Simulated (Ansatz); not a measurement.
# CHFO (formyl fluoride): FCI/STO-3G

What is the energy change on altering one bond length of CHFO (formyl fluoride) at FCI/STO-3G? 

Program for the calculation: Ansatz 0.2.0.

73 further runs of the same task are left out: 73 set aside as unsound or not needed.

**1. The structure to begin with**

CHFO: 4 atoms, total charge 0, spin state singlet. As SMILES, `O=CF`. The shape is that of a GFN2-xTB optimisation.

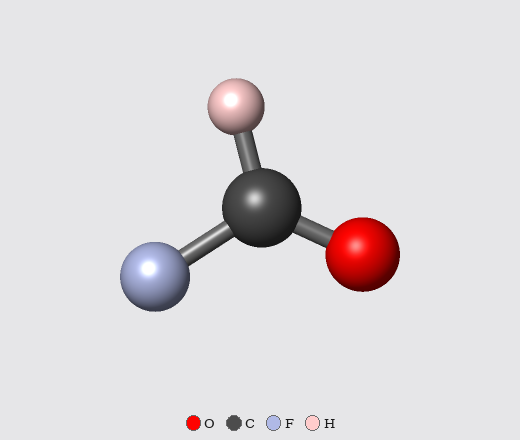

Viewed from a chosen angle; oxygen red, carbon dark grey, fluorine light blue, hydrogen pink.

**2. A single-point energy at FCI/STO-3G**

The input, job.yaml:

```yaml
basis:
  gaussian:
    orbitals: STO-3G
crystal:
  periodic: [false, false, false]
  atoms:
    - {symbol: O, position_ang: [-0.889680, 0.196020, 0.829980]}
    - {symbol: C, position_ang: [-0.049740, 0.073340, 0.022930]}
    - {symbol: F, position_ang: [0.584370, -1.090860, -0.181350]}
    - {symbol: H, position_ang: [0.355050, 0.821510, -0.671560]}
total_charge: 0
correlation:
  method: fci
  frozen_orbitals: {C: 1, F: 1, H: 0, O: 1}
accuracy: high
```

Command:

```sh
$ ansatz run job.yaml --threads 1 --pin off --max-ram 2610MiB --events-out events.jsonl --progress --plain --runs-dir runs
```

The log of the run:

```text
Warning: RAYON_NUM_THREADS=1 ignored (pool sized by the plan → 1); use --threads N
Functional definition: HF
  name "HF"
  exchange = exact_x
  correlation = 0
273 factors; integrals over basis functions are off by at most 3.4e-8 eV
mean field evaluation 1: about -5705.2097 eV, gradient 3.7e1 eV
mean field evaluation 2: about -5705.3031 eV, gradient 3.7e1 eV
mean field evaluation 4: about -5709.6108 eV, gradient 2.7e0 eV
mean field evaluation 8: about -5709.6741 eV, gradient 8.8e-2 eV
mean field -5709.67407563 eV, -209.8266521235 hartree, gradient 1.5e-8 eV, S^2 0.000000; 0 other end points of the search recorded, 0 dependent functions left out; unrestricted orbitals would lower it
mean field evaluation 16: about -5709.5363 eV, gradient 3.5e0 eV
3 core orbitals not correlated: weight in the atoms' cores, before any rotation towards them, 1.000 or more for the frozen orbitals, at most 0.000 for the correlated occupied ones
reference -5709.67407563 eV, -209.8266521235 hartree; 9, 9 occupied and 4, 4 virtual orbitals, 273 factors
state -5714.01686683 eV, -209.9862467564 hartree
Total energy: -5714.01686683 eV, -209.9862467564 hartree
```

It took 1.9 s on 1 thread of Arm Neoverse V1, shared host; peak memory 0.1 GiB.

**3. The distorted shape**

The input, job.yaml:

```yaml
crystal:
  periodic: [false, false, false]
  atoms:
    - {symbol: O, position_ang: [-0.990883, 0.008968, 1.003612]}
    - {symbol: C, position_ang: [-0.150943, -0.113712, 0.196562]}
    - {symbol: F, position_ang: [0.483167, -1.277912, -0.007718]}
    - {symbol: H, position_ang: [0.355050, 0.821510, -0.671560]}
basis:
  gaussian:
    orbitals: STO-3G
correlation:
  method: fci
  frozen_orbitals: {C: 1, F: 1, H: 0, O: 1}
accuracy: high
```

Command:

```sh
$ ansatz run job.yaml --threads 1 --pin off --max-ram 2610MiB --events-out events.jsonl --progress --plain --runs-dir runs
```

The log of the run:

```text
Warning: RAYON_NUM_THREADS=1 ignored (pool sized by the plan → 1); use --threads N
[... 4 set-up lines as earlier in the session ...]
273 factors; integrals over basis functions are off by at most 3.4e-8 eV
mean field evaluation 1: about -5704.3396 eV, gradient 3.6e1 eV
mean field evaluation 2: about -5704.4243 eV, gradient 3.6e1 eV
mean field evaluation 4: about -5708.6149 eV, gradient 2.7e0 eV
mean field evaluation 8: about -5708.6773 eV, gradient 9.6e-2 eV
mean field -5708.67732511 eV, -209.7900222175 hartree, gradient 1.4e-8 eV, S^2 0.000000; 0 other end points of the search recorded, 0 dependent functions left out; unrestricted orbitals would lower it
mean field evaluation 16: about -5708.5327 eV, gradient 1.7e0 eV
3 core orbitals not correlated: weight in the atoms' cores, before any rotation towards them, 1.000 or more for the frozen orbitals, at most 0.000 for the correlated occupied ones
reference -5708.67732511 eV, -209.7900222175 hartree; 9, 9 occupied and 4, 4 virtual orbitals, 273 factors
state -5713.43866631 eV, -209.9649982790 hartree
Total energy: -5713.43866631 eV, -209.9649982790 hartree
```

It took 1.9 s on 1 thread of Arm Neoverse V1, shared host; peak memory 0.1 GiB.

**4. What came out**

Level: FCI/STO-3G, 3 core orbitals frozen.

```
                                                         quantity          value
                                        first shape: total energy  -209.98625 Eh
         first shape: correlation energy (3 core orbitals frozen)     -159.6 mEh
                                    distorted shape: total energy  -209.96500 Eh
     distorted shape: correlation energy (3 core orbitals frozen)     -175.0 mEh
energy change with the C2–H4 bond stretched from 1.098 to 1.373 Å       0.578 eV
```

What this shows: With the C2–H4 bond stretched from 1.098 to 1.373 Å the energy rises by 0.58 eV (55.8 kJ/mol). The first shape isn't relaxed at this level, so the change isn't measured from a minimum. The minimal basis adds a large error of its own. The restricted solution (first shape) is unstable to spin breaking: an unrestricted one lies lower. The restricted solution (distorted shape) is unstable to spin breaking: an unrestricted one lies lower.
